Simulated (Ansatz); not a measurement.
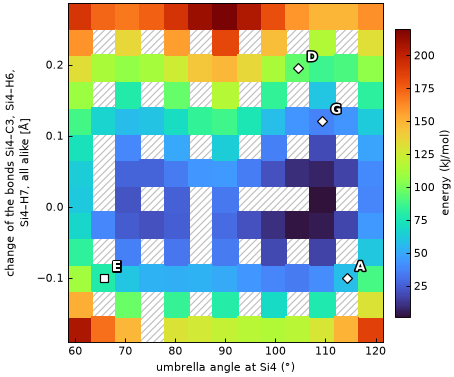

CH3BNSi, SMILES [BH]N=C=[SiH2], spin multiplicity 2. The first coordinate is: umbrella angle at Si4 (between each of its bonds and their common axis; 90 is planar); the second: change of the bonds Si4–C3, Si4–H6, Si4–H7, all alike. Nothing is relaxed (all other coordinates rigid). The scan uses a 13 × 13 grid. At 40 points there is no value. Points are written as (first, second). Energies are in kJ/mol, from the relaxed molecule at the same level. In part of the range the unrestricted reference is strongly spin-contaminated. Method: UHF/def2-TZVP (Ansatz 0.2.0).

The picture shows one coloured cell a grid point, hatched blanks where no value was computed, lettered points.

Question: Is E the lowest point of the computed grid?

Answer: No. E lies 77 kJ/mol above the lowest grid point, which is at (109.4°, 0.011 Å).

Question: Rank the lettered points by energy, lowest first.

Answer: G (37 kJ/mol), A (58 kJ/mol), E (79 kJ/mol), D (95 kJ/mol).
